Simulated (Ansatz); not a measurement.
The Ansatz input:

```
crystal:
  lattice:
    - [4.215382, 0.0, 0.0]
    - [-2.107691, 3.65063, 0.0]
    - [0.0, 0.0, 6.758597]
  atoms:
    - { symbol: Ga, position: [0.3333, 0.6667, 0.36944] }
    - { symbol: Ga, position: [0.6667, 0.3333, 0.63056] }
    - { symbol: As, position: [0.3333, 0.6667, 0.76793] }
    - { symbol: As, position: [0.6667, 0.3333, 0.23207] }
    - { symbol: Zn, position: [0.0, 0.0, 0.0] }
  symmetry: { tolerance: 0.0003 }
kpoints:
  mp_grid: { grid: [7, 7, 4], shift: [0, 0, 0] }
  band_path:
    path:
      - [0.0, 0.0, 0.0]
      - [0.5, 1.4e-07, 0.0]
      - [0.33333333, 0.33333348, 0.0]
      - [0.0, 0.0, 0.0]
      - [0.0, 0.0, 0.5]
      - [0.5, 1.4e-07, 0.5]
      - [0.33333333, 0.33333348, 0.5]
      - [0.0, 0.0, 0.5]
      - [0.5, 1.4e-07, 0.5]
      - [0.5, 1.4e-07, 0.0]
      - [0.33333333, 0.33333348, 0.5]
    npoints: 6
magnetization:
  spin_polarized: false
scf:
  occupations: { method: cold, width: 0.0259 }
  lower_state_search: "off"
  max_iter: 200
hamiltonian:
  pseudopotentials: { kind: paw }
  xc: r2scan
basis:
  ecutwfc: 500
  fft_grid_basis: typed
output:
  forces: true
  stress: true
  eigenvalues: true
  bader: true
  populations: true
  elf: true
  write_potential: true
  volumetric_format: npy
  dos:
    e_range: [-12, 8]
    de: 0.05
    projected: { site_lists: { As: [As], Ga: [Ga], Zn: [Zn] } }
checkpoint:
  read: saved_state
```

What Bader charges does it give?

The Bader charges are Ga +0.52 e, Zn +0.41 e and As −0.73 e. Summed over the cell, Ga gives up most (1.0 e) and As takes most (1.5 e). As has the largest basins, 25.7 Å³ on average, and Zn the smallest, 17.3 Å³.

The structure was built from a prototype or by substitution, so it need not be a known phase.

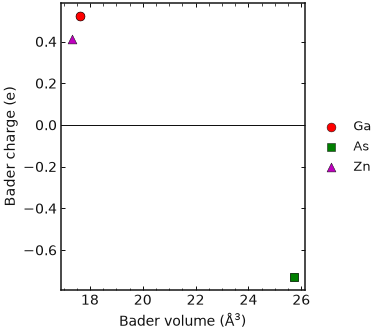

Bader charges of the atoms (positive: electrons lost), against the volumes of their basins.
